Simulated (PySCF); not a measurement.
# CuF₃: relaxation and vibrations of the singlet

The task is one start of a wider search on CuF₃: the singlet, from a trigonal pyramidal start. It is relaxed, tested by its Hessian and followed downhill if it is a saddle.

Method: PBE0, basis Cu def2-TZVP, F def2-TZVP, no relativity, density fitting; program: PySCF 2.14.0.

**1. Starting geometry**

4 atoms, charge 0, spin multiplicity 1.

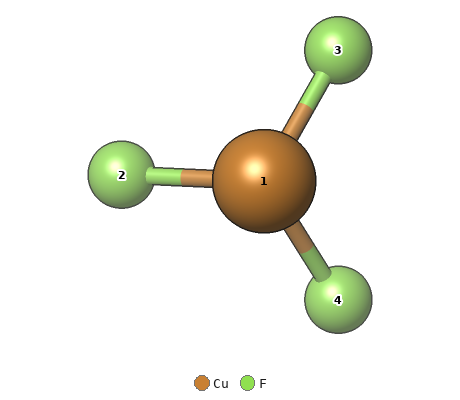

As it starts; copper orange, fluorine green; atoms are numbered from 1 in the order of the file.

Z-matrix (Å, degrees; charge 0 multiplicity 1):
```
Cu
F  1 1.7600
F  1 1.7600 2 99.75
F  1 1.7600 2 99.75 3 -101.77
```

**2. The SCF at the typed geometry**

The steps below are one call of a driver around PySCF. For each, scf.py gives the equivalent set-up of the SCF; relaxations use the driver's own optimiser. After this first run the driver tries any further starts and a stability analysis.

scf.py reads:

```python
from pyscf import gto, scf, dft
mol = gto.M(atom='''
Cu     0.000000     0.000000     0.000000
F      1.554000     0.000000     0.826300
F     -0.777000     1.345800     0.826300
F     -0.777000    -1.345800     0.826300''',
    basis={'Cu': 'def2-TZVP', 'F': 'def2-TZVP'},
    charge=0, spin=0)
mf = dft.RKS(mol, xc='PBE0')
mf.grids.atom_grid = (50, 194)
aux = {'Cu': 'def2-universal-JKFIT', 'F': 'def2-universal-JKFIT'}
mf = mf.density_fit(auxbasis=aux)
mf.conv_tol = 1e-08
mf.diis_space = 10
mf.max_cycle = 60
mf.init_guess = 'minao'
mf.verbose = 4
mf.kernel()
```

Command:

```console
$ OMP_NUM_THREADS=4 python axn.py task.json out
```

Standard output:

```text
init E= -1939.14159586822
cycle= 1 E= -1937.16021277734  delta_E= 1.98  |g|=  4.7  |ddm|= 1.97
  HOMO = -0.255545548563955  LUMO = -0.25170537415263  gap/eV = 0.10450
cycle= 2 E= -1926.16431247181  delta_E=   11  |g|= 10.5  |ddm|= 7.33
  HOMO = -0.44340531004302  LUMO = -0.433186380791015  gap/eV = 0.27807
cycle= 3 E= -1937.5800800576  delta_E= -11.4  |g|= 3.56  |ddm|= 6.38
  HOMO = -0.190223096879023  LUMO = -0.164391794496752  gap/eV = 0.70291
cycle= 4 E= -1937.33280065995  delta_E= 0.247  |g|= 3.41  |ddm|= 2.39
  HOMO = -0.304115489061813  LUMO = -0.298656065192261  gap/eV = 0.14856
cycle= 5 E= -1939.35827104479  delta_E= -2.03  |g|= 0.827  |ddm|=  1.7
  HOMO = -0.352591304594923  LUMO = -0.29598234217824  gap/eV = 1.54041
cycle= 6 E= -1939.48174382147  delta_E= -0.123  |g|= 0.432  |ddm|= 0.543
  HOMO = -0.361477514466504  LUMO = -0.297726136081913  gap/eV = 1.73476
cycle= 7 E= -1939.50428441504  delta_E= -0.0225  |g|= 0.0907  |ddm|= 0.219
  HOMO = -0.376084858887757  LUMO = -0.299700882957453  gap/eV = 2.07851
cycle= 8 E= -1939.50350492641  delta_E= 0.000779  |g|= 0.116  |ddm|= 0.0836
  HOMO = -0.371760191793803  LUMO = -0.295653534414058  gap/eV = 2.07097
cycle= 9 E= -1939.50583713732  delta_E= -0.00233  |g|= 0.0226  |ddm|= 0.0855
  HOMO = -0.372219962951319  LUMO = -0.294684896400568  gap/eV = 2.10984
cycle= 10 E= -1939.50602057693  delta_E= -0.000183  |g|= 0.0145  |ddm|= 0.0305
  HOMO = -0.37374942498985  LUMO = -0.294920399230179  gap/eV = 2.14505
cycle= 11 E= -1939.50611342293  delta_E= -9.28e-05  |g|= 0.00472  |ddm|= 0.0352
  HOMO = -0.37382981168  LUMO = -0.295039235985591  gap/eV = 2.14400
cycle= 12 E= -1939.5061236192  delta_E= -1.02e-05  |g|= 0.00207  |ddm|= 0.00891
  HOMO = -0.373878995073712  LUMO = -0.295118144046619  gap/eV = 2.14319
cycle= 13 E= -1939.5061271607  delta_E= -3.54e-06  |g|= 0.000667  |ddm|= 0.00785
  HOMO = -0.373937827313218  LUMO = -0.29511801134224  gap/eV = 2.14480
cycle= 14 E= -1939.50612745388  delta_E= -2.93e-07  |g|= 0.000234  |ddm|= 0.00211
  HOMO = -0.373950466276558  LUMO = -0.295116199015787  gap/eV = 2.14519
cycle= 15 E= -1939.50612747019  delta_E= -1.63e-08  |g|= 0.000301  |ddm|= 0.000571
  HOMO = -0.37395784898731  LUMO = -0.295114691890475  gap/eV = 2.14543
cycle= 16 E= -1939.50612749208  delta_E= -2.19e-08  |g|= 4.86e-05  |ddm|= 0.000398
  HOMO = -0.373955947140979  LUMO = -0.295114275211425  gap/eV = 2.14539
cycle= 17 E= -1939.50612749275  delta_E= -6.76e-10  |g|= 1.49e-05  |ddm|= 5.27e-05
  HOMO = -0.373955178702341  LUMO = -0.295115988688806  gap/eV = 2.14532
Extra cycle  E= -1939.50612749226  delta_E= 4.94e-10  |g|= 6.11e-05  |ddm|= 4.07e-05
converged SCF energy = -1939.50612749226
```

This step, with its further starts and checks, ran for 11 s (4 threads of Arm Neoverse V1, shared host).

The starts that the driver tried:

| start | energy (Eh) |
| --- | --- |
| the minimal-basis guess | -1939.506127 |
| a thermally smeared density | -1939.506117 |
| a smeared PBE density | -1939.506126 |

The test of internal stability and the other starts found no lower closed-shell solution.

**3. Relaxing the singlet from the trigonal pyramidal start**

The program finds C3v symmetry in the start, which this walk keeps. Threshold on the gradient: 0.0003 Eh/bohr, with a further test on the energy change.

Changes to scf.py since step 2:

```diff
@@ -3,4 +3,4 @@
-Cu     0.000000     0.000000     0.000000
-F      1.554000     0.000000     0.826300
-F     -0.777000     1.345800     0.826300
-F     -0.777000    -1.345800     0.826300''',
+Cu    -0.000000     0.000000    -0.392706
+F      1.553998     0.000000     0.433594
+F     -0.776999     1.345802     0.433594
+F     -0.776999    -1.345802     0.433594''',
@@ -16 +15,0 @@
-mf.init_guess = 'minao'
```

Energy and gradient, step by step:

| step | energy (Eh) | change (kJ/mol) | largest symmetric gradient (Eh/bohr) |
| --- | --- | --- | --- |
| 0 | -1939.506127 | 0.00 | 0.04876 |
| 1 | -1939.526420 | -53.28 | 0.04502 |
| 2 | -1939.544246 | -100.08 | 0.02788 |
| 3 | -1939.549911 | -114.96 | 0.01514 |
| 4 | -1939.551849 | -120.04 | 0.00566 |
| 5 | -1939.552217 | -121.01 | 0.00101 |
| 6 | -1939.552234 | -121.05 | 0.00026 |
| 7 | -1939.552234 | -121.05 | 0.00000 |

The walk took 16 s.

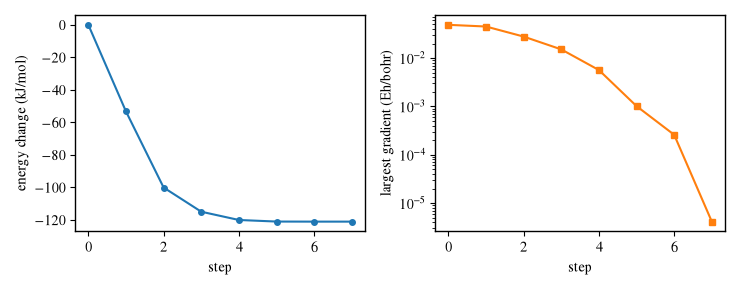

How energy and gradient fall.

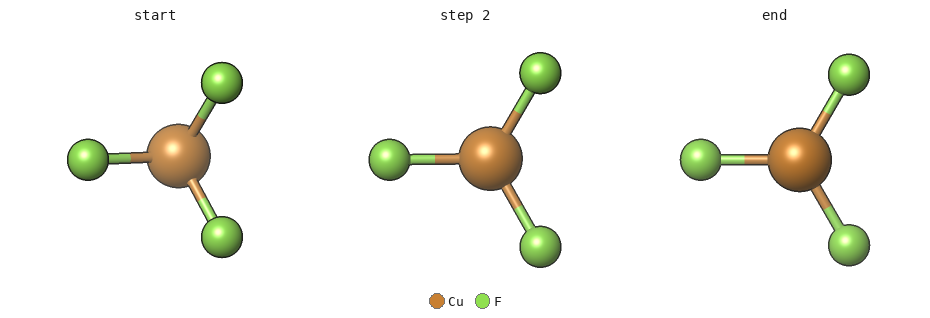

The geometry along the walk, at one scale.

After 7 steps and 121.1 kJ/mol it ends at D3h: Cu–F 1.719 Å (×3); F–Cu–F 120.0° (×3). A gradient of 0.0149 Eh/bohr that breaks the symmetry is left: this electronic state wants a lower symmetry.

**4. Relaxing without the symmetry constraint**

The geometry is nudged along the force that breaks the symmetry.

The program finds C2v symmetry in the start, which may break.

Changes to scf.py since step 3:

```diff
@@ -3,4 +3,4 @@
-Cu    -0.000000     0.000000    -0.392706
-F      1.553998     0.000000     0.433594
-F     -0.776999     1.345802     0.433594
-F     -0.776999    -1.345802     0.433594''',
+Cu     0.031753     0.000000    -0.000000
+F      1.750304     0.000000    -0.000022
+F     -0.927741     1.438686     0.000011
+F     -0.927740    -1.438687     0.000011''',
```

The optimiser's trace:

| step | energy (Eh) | change (kJ/mol) | largest gradient (Eh/bohr) |
| --- | --- | --- | --- |
| 0 | -1939.559113 | 0.00 | 0.01988 |
| 1 | -1939.566637 | -19.75 | 0.01338 |
| 2 | -1939.571039 | -31.31 | 0.00869 |
| 3 | -1939.571275 | -31.93 | 0.00191 |
| 4 | -1939.571268 | -31.91 | 0.00142 |
| 5 | -1939.571283 | -31.95 | 0.00139 |
| 6 | -1939.571292 | -31.97 | 0.00009 |
| 7 | -1939.571292 | -31.98 | 0.00001 |

The walk took 17 s.

Geometry (Å) and forces (eV/Å) at some steps:

```
step 0
Cu   0.032   0.000   0.000   0.089   0.000   0.000
F    1.750   0.000   0.000   0.468   0.000   0.000
F   -0.928   1.439   0.000  -0.279  -1.022   0.000
F   -0.928  -1.439   0.000  -0.279   1.022   0.000
step 1
Cu   0.075   0.000   0.000   0.427   0.000   0.000
F    1.808   0.000   0.000  -0.028   0.000   0.000
F   -0.978   1.348   0.000  -0.200  -0.688   0.000
F   -0.978  -1.348   0.000  -0.200   0.688   0.000
step 4
Cu   0.137   0.000   0.009   0.073   0.000  -0.073
F    1.862   0.000  -0.004  -0.005   0.000   0.025
F   -1.036   1.220  -0.003  -0.034  -0.009   0.024
F   -1.036  -1.220  -0.003  -0.034   0.009   0.024
step 7
Cu   0.140   0.000   0.000   0.000   0.000  -0.001
F    1.865   0.000   0.000   0.000   0.000   0.000
F   -1.039   1.216   0.000   0.000   0.000   0.000
F   -1.039  -1.216   0.000   0.000   0.000   0.000
```

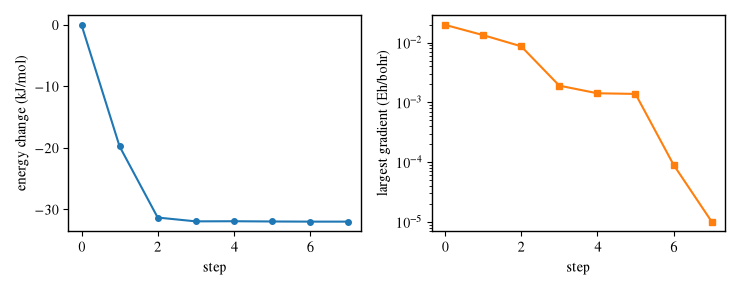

How energy and gradient fall.

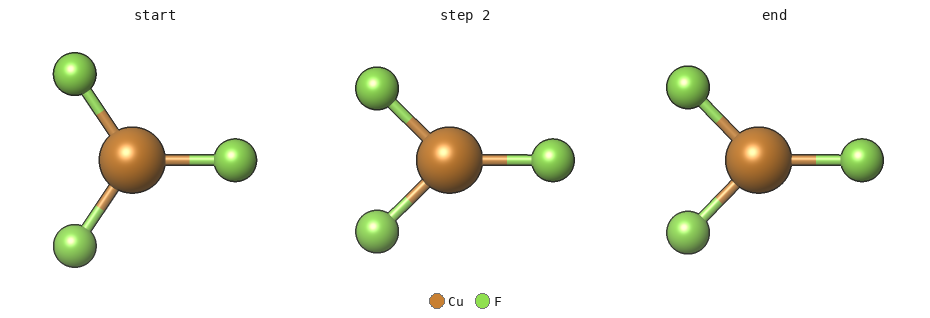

The geometry along the walk, at one scale.

After 7 steps and 32.0 kJ/mol it ends at C2v: Cu–F 1.694 Å (×2), Cu–F 1.725 Å; F–Cu–F 91.8°, F–Cu–F 134.1° (×2).

**5. Vibrations and properties at this point**

The point is checked on the finer grid, and tightened if its gradient asks for it. The Hessian and the dipole derivatives come from central differences of analytic gradients, with steps of 0.02 bohr.

Changes to scf.py since step 4:

```diff
@@ -3,4 +3,4 @@
-Cu     0.031753     0.000000    -0.000000
-F      1.750304     0.000000    -0.000022
-F     -0.927741     1.438686     0.000011
-F     -0.927740    -1.438687     0.000011''',
+Cu     0.099725     0.000000     0.000001
+F      1.824652     0.000000     0.000020
+F     -1.078213     1.217060    -0.000012
+F     -1.078212    -1.217060    -0.000012''',
@@ -10 +10 @@
-mf.grids.atom_grid = (50, 194)
+mf.grids.atom_grid = (75, 302)
@@ -13 +13 @@
-mf.conv_tol = 1e-08
+mf.conv_tol = 1e-10
```

The driver hands on the density of the step before, so the log starts near convergence.

Log of the central SCF (cycles and frontier levels):

```text
init E= -1939.57089357987
  HOMO = -0.41791091588403  LUMO = -0.280759535319881  gap/eV = 3.73208
cycle= 1 E= -1939.57089357866  delta_E= 1.21e-09  |g|= 0.000111  |ddm|= 4.8e-05
  HOMO = -0.417920803332515  LUMO = -0.280776483332282  gap/eV = 3.73189
cycle= 2 E= -1939.57089356184  delta_E= 1.68e-08  |g|= 0.000423  |ddm|= 0.00017
  HOMO = -0.417912822235037  LUMO = -0.2807627334956  gap/eV = 3.73204
cycle= 3 E= -1939.57089357982  delta_E= -1.8e-08  |g|= 3.18e-05  |ddm|= 0.000132
  HOMO = -0.417913027994406  LUMO = -0.280763074300786  gap/eV = 3.73204
cycle= 4 E= -1939.57089357999  delta_E= -1.64e-10  |g|= 5.92e-07  |ddm|= 1.5e-05
  HOMO = -0.41791298571897  LUMO = -0.280763044069623  gap/eV = 3.73204
cycle= 5 E= -1939.57089357999  delta_E= -5.46e-12  |g|= 1.82e-07  |ddm|= 3.46e-07
  HOMO = -0.41791298604428  LUMO = -0.280763029101365  gap/eV = 3.73204
Extra cycle  E= -1939.57089357999  delta_E= 1.36e-12  |g|= 5.07e-07  |ddm|= 4.89e-07
converged SCF energy = -1939.57089357999
```

The whole step took 43 s.

Geometry: C2v; Cu–F 1.694 Å (×2), Cu–F 1.725 Å; F–Cu–F 91.9°, F–Cu–F 134.1° (×2).

Harmonic modes (main isotopes):

| symmetry | ω (cm⁻¹) | IR (km/mol) | μ (u) | type |
| --- | --- | --- | --- | --- |
| b2 | 216i | 22.4 | 23.12 | bend |
| b1 | 214 | 32.6 | 28.26 | bend |
| a1 | 266 | 0.3 | 20.42 | bend |
| a1 | 612 | 3.3 | 19.03 | stretch |
| b2 | 674 | 39.1 | 22.37 | stretch |
| a1 | 758 | 91.5 | 25.69 | stretch |

With 1 mode imaginary (up to 216i cm⁻¹) this point is a saddle.

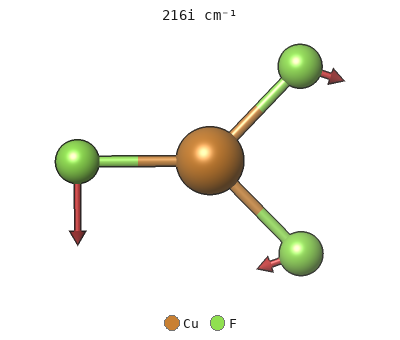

The imaginary mode, as arrows.

Constants and moments:

- Dipole moment: 0.40 D
- Highest occupied level: -11.37 eV
- Lowest empty level: -7.64 eV
- Rotational constants: 0.2995, 0.156, 0.1026 cm⁻¹
- Zero-point energy (real modes): 15.1 kJ/mol
- Principal polarisabilities: 14.2, 29.6, 42.2 bohr³
- Atomisation energy without zero-point energy: 783 kJ/mol
- Principal traceless quadrupole moments about the centre of mass: -7.07, 0.89, 6.19 D Å

Populations by atom (charges in e):

| atom | Mulliken | Löwdin | polar tensor | Mayer order to Cu1 |
| --- | --- | --- | --- | --- |
| Cu1 | 1.09 | 0.53 | 1.30 | – |
| F2 | -0.43 | -0.23 | -0.54 | 0.82 |
| F3,4 | -0.33 | -0.15 | -0.38 | 0.84 |

Outer orbital energies (eV). occupied: -13.35, -12.76, -12.65, -12.63, -11.87, -11.86, -11.48, -11.37; empty: -7.64, -0.85, 2.15, 3.61.

Mulliken populations on Cu1: s 6.38, p 12.34, d 9.19, f 0.00.

**6. Following the imaginary mode**

The start is the last point, displaced along its most imaginary mode.

The program finds Cs symmetry in the start, which this walk keeps. The walk stops when the largest gradient is under 0.0003 Eh/bohr and the energy has settled too.

Changes to scf.py since step 5:

```diff
@@ -3,4 +3,4 @@
-Cu     0.099725     0.000000     0.000001
-F      1.824652     0.000000     0.000020
-F     -1.078213     1.217060    -0.000012
-F     -1.078212    -1.217060    -0.000012''',
+Cu     0.099954     0.049355     0.000001
+F      1.824881    -0.120000     0.000020
+F     -1.141979     1.195319    -0.000013
+F     -1.013987    -1.238801    -0.000011''',
@@ -10 +10 @@
-mf.grids.atom_grid = (75, 302)
+mf.grids.atom_grid = (50, 194)
@@ -13 +13 @@
-mf.conv_tol = 1e-10
+mf.conv_tol = 1e-08
```

Steps of the walk:

| step | energy (Eh) | change (kJ/mol) | largest symmetric gradient (Eh/bohr) |
| --- | --- | --- | --- |
| 0 | -1939.572822 | 0.00 | 0.00714 |
| 1 | -1939.573945 | -2.95 | 0.01096 |
| 2 | -1939.575358 | -6.66 | 0.01164 |
| 3 | -1939.576954 | -10.85 | 0.01042 |
| 4 | -1939.580033 | -18.93 | 0.00931 |
| 5 | -1939.581049 | -21.60 | 0.01173 |
| 6 | -1939.581348 | -22.38 | 0.00421 |
| 7 | -1939.581439 | -22.62 | 0.00152 |
| 8 | -1939.581458 | -22.67 | 0.00093 |
| 9 | -1939.581466 | -22.70 | 0.00012 |
| 10 | -1939.581466 | -22.70 | 0.00001 |

The walk ran for 23 s (4 threads of Arm Neoverse V1, shared host).

Positions (Å) and forces (eV/Å) along the way:

```
step 0
Cu   0.100   0.049   0.000   0.234   0.326   0.000
F    1.825  -0.120   0.000  -0.368  -0.283   0.000
F   -1.142   1.195   0.000  -0.094  -0.018   0.000
F   -1.014  -1.239   0.000   0.228  -0.025   0.000
step 1
Cu   0.100   0.070   0.000   0.084   0.561   0.000
F    1.808  -0.147   0.000  -0.177  -0.366   0.000
F   -1.157   1.202   0.000  -0.085  -0.061   0.000
F   -0.982  -1.239   0.000   0.178  -0.134   0.000
step 5
Cu   0.093   0.252   0.000   0.152  -0.603   0.000
F    1.693  -0.367   0.000  -0.467   0.231   0.000
F   -1.277   1.254   0.000   0.090   0.036   0.000
F   -0.740  -1.253   0.000   0.225   0.336   0.000
step 10
Cu   0.085   0.237   0.000   0.001   0.000   0.000
F    1.672  -0.357   0.000   0.000  -0.004   0.000
F   -1.263   1.266   0.000   0.003   0.003   0.000
F   -0.726  -1.260   0.000  -0.003   0.001   0.000
```

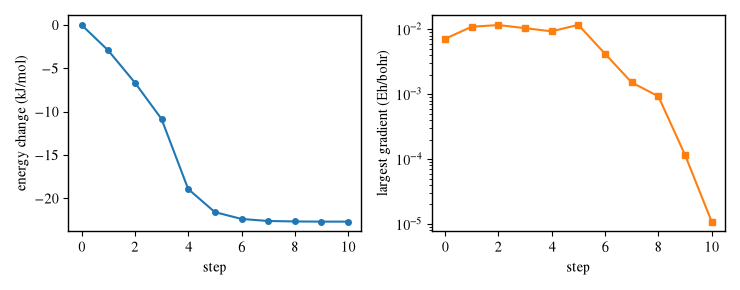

Energy and largest gradient along the walk.

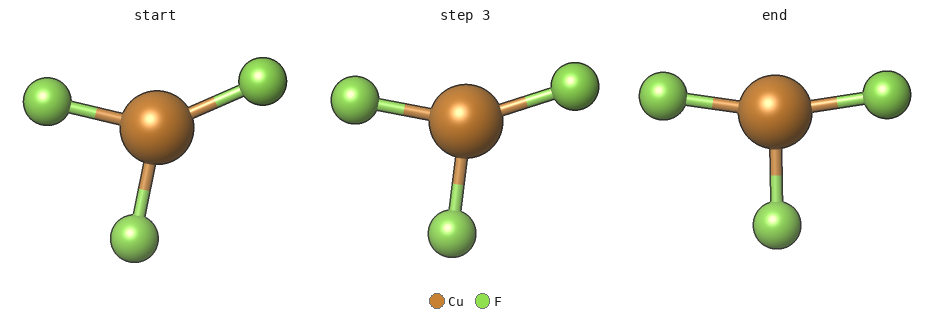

The geometry along the walk, at one scale.

It settles in C2v symmetry, 22.7 kJ/mol below the start, after 10 steps: Cu–F 1.695 Å (×2), Cu–F 1.702 Å; F–Cu–F 97.9°, F–Cu–F 99.0°, F–Cu–F 163.1°.

**7. Frequencies**

The same treatment as at the point before.

Changes to scf.py since step 6:

```diff
@@ -3,4 +3,4 @@
-Cu     0.099954     0.049355     0.000001
-F      1.824881    -0.120000     0.000020
-F     -1.141979     1.195319    -0.000013
-F     -1.013987    -1.238801    -0.000011''',
+Cu     0.093412     0.169986     0.000001
+F      1.680879    -0.425290     0.000018
+F     -1.260163     1.190888    -0.000014
+F     -0.726657    -1.322335    -0.000008''',
@@ -10 +10 @@
-mf.grids.atom_grid = (50, 194)
+mf.grids.atom_grid = (75, 302)
@@ -13 +13 @@
-mf.conv_tol = 1e-08
+mf.conv_tol = 1e-10
```

SCF at the final geometry:

```text
init E= -1939.58144250012
  HOMO = -0.416268722755288  LUMO = -0.269356275161471  gap/eV = 3.99769
cycle= 1 E= -1939.58144249953  delta_E= 5.88e-10  |g|= 6.31e-05  |ddm|= 4.36e-05
  HOMO = -0.416272359302734  LUMO = -0.269357218558653  gap/eV = 3.99776
cycle= 2 E= -1939.58144249489  delta_E= 4.64e-09  |g|= 0.000177  |ddm|= 0.00012
  HOMO = -0.416269872257858  LUMO = -0.269356052026026  gap/eV = 3.99773
cycle= 3 E= -1939.5814425002  delta_E= -5.31e-09  |g|= 1.3e-05  |ddm|= 8.79e-05
  HOMO = -0.416269890123461  LUMO = -0.269356473085608  gap/eV = 3.99772
cycle= 4 E= -1939.58144250022  delta_E= -2.18e-11  |g|= 1.1e-06  |ddm|= 4.02e-06
  HOMO = -0.416269656634192  LUMO = -0.26935638290297  gap/eV = 3.99771
Extra cycle  E= -1939.58144250022  delta_E= 3.18e-12  |g|= 2.63e-06  |ddm|= 1.99e-06
converged SCF energy = -1939.58144250022
```

The whole step took 44 s.

Geometry: C2v; Cu–F 1.695 Å (×2), Cu–F 1.703 Å; F–Cu–F 98.2° (×2), F–Cu–F 163.5°.

Modes, for the most abundant isotopes:

```
symmetry  ω (cm⁻¹)  IR (km/mol)     type
      b2       207          0.0     bend
      a1       230         14.6     bend
      b1       236         32.8     bend
      a1       629          2.5  stretch
      a1       667         25.7  stretch
      b2       779          126  stretch
```

All wavenumbers are real: a minimum.

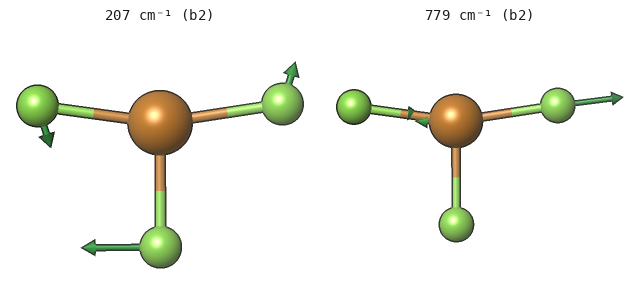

Displacements of 2 of the modes, as arrows (one member where a mode is degenerate).

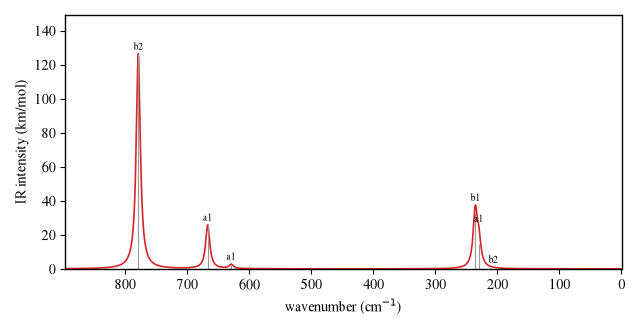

The harmonic infrared spectrum (widths in cm⁻¹). Lines are broadened to a width of 8 cm⁻¹ (Lorentzian).

Properties at this point:

```yaml
Dipole_moment: 1.87 D
Highest_occupied_level: -11.33 eV
Lowest_empty_level: -7.33 eV
Rotational_constants: 0.3189, 0.1576, 0.1055 cm⁻¹
Zero-point_energy: 16.4 kJ/mol
Principal_polarisabilities: 14.2, 27.9, 41.3 bohr³
Atomisation_energy_without_zero-point_energy: 811 kJ/mol
Principal_traceless_quadrupole_moments_about_the_centre_of_mass: -8.13, 2.16, 5.97 D Å
Entropy_at_298.15_K_and_1_bar: 296.6 J/(mol K)
Heat_capacity_Cp_at_298.15_K: 66.6 J/(mol K)
Enthalpy_at_298.15_K_above_0_K: 14.98 kJ/mol
Rotational_symmetry_number: 2
```

Populations by atom (charges in e):

| atom | Mulliken | Löwdin | polar tensor | Mayer order to Cu1 |
| --- | --- | --- | --- | --- |
| Cu1 | 1.06 | 0.55 | 1.32 | – |
| F2,3 | -0.38 | -0.20 | -0.51 | 0.81 |
| F4 | -0.30 | -0.14 | -0.29 | 0.90 |

Mulliken populations on Cu1: s 6.37, p 12.35, d 9.21, f 0.00.

**8. Would spin polarisation lower it?**

At the lowest minimum the closed shell is tested against spin polarisation, on the (50, 194) grid. It is stable.

**9. All stationary points**

| spin | group | bonds | imaginary modes (cm⁻¹) | ΔE (kJ/mol) | with zero-point energy |
| --- | --- | --- | --- | --- | --- |
| singlet | C2v | Cu–F 1.695 Å (×2), Cu–F 1.703 Å | none | 0.0 | 0.0 |
| singlet | C2v | Cu–F 1.694 Å (×2), Cu–F 1.725 Å | 216i | 27.7 | – |

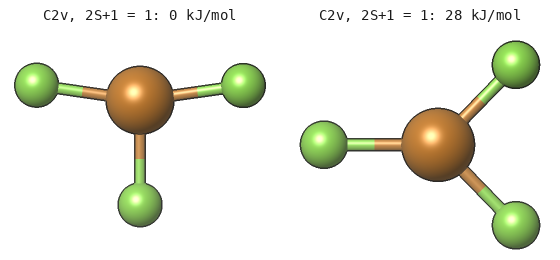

The points, lowest first (copper orange, fluorine green).

**10. What came out**

| quantity | value |
| --- | --- |
| minimum | singlet, C2v |
| geometry | Cu–F 1.695 Å (×2), Cu–F 1.703 Å; F–Cu–F 98.2° (×2), F–Cu–F 163.5° |
| wavenumbers (cm⁻¹) | 207 (b2), 230 (a1), 236 (b1), 629 (a1), 667 (a1), 779 (b2) |
| dipole moment | 1.87 D |
| highest occupied, lowest empty level | -11.33, -7.33 eV |
| polar-tensor charge of Cu1 | +1.32 e |
| zero-point energy | 16.4 kJ/mol |
| entropy at 298.15 K | 296.6 J/(mol K) |
| atomisation energy (no zero-point energy) | 811 kJ/mol |

In words: From C3v at the start the molecule goes to a C2v minimum, after a stop at a saddle point 27.7 kJ/mol higher, from which it was pushed off along an imaginary mode. The strongest infrared band lies at 779 cm⁻¹ (b2, stretch). Only this shape and spin were tried, so other structures or states may lie lower.

The search up to here ran for 2.6 min (4 threads of Arm Neoverse V1, shared host).
